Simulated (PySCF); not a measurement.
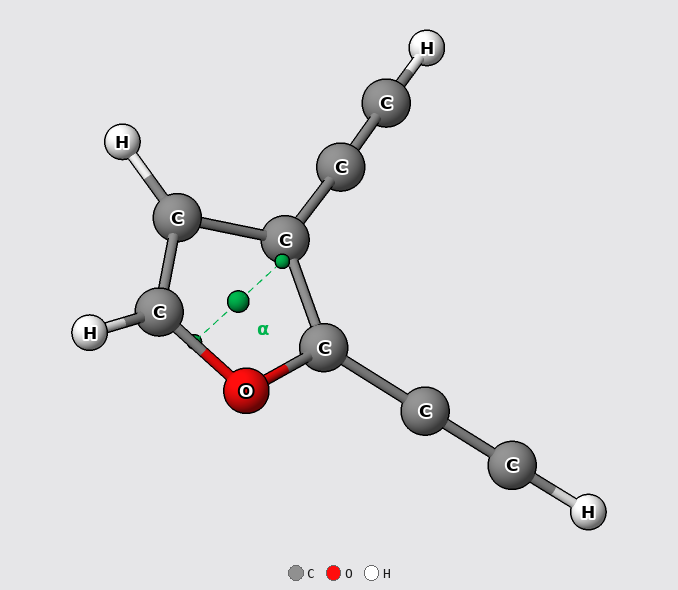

The small points mark where nucleus-independent chemical shifts (NICS) were computed: at the centre of each lettered ring and 1 Å above and below it. The geometry was computed by an optimisation with GFN2-xTB. No frequency run is at hand to confirm it as a minimum. Properties computed with GIAO PBE0/pcSseg-1 NMR shielding, non-relativistic, gas phase (PySCF 2.14.0).

Give NICS(0), NICS(1) and the out-of-plane component NICS(1)zz for each ring (means of the two sides).

| ring | members | NICS(0) | NICS(1) | NICS(1)zz |
| --- | --- | --- | --- | --- |
| α | C4O | −12.3 | −10.1 | −23.9 |

Values in ppm.

Question. What do the values say about the ring currents?

Answer. Ring α: diatropic, as in an aromatic ring. NICS is one index among several.
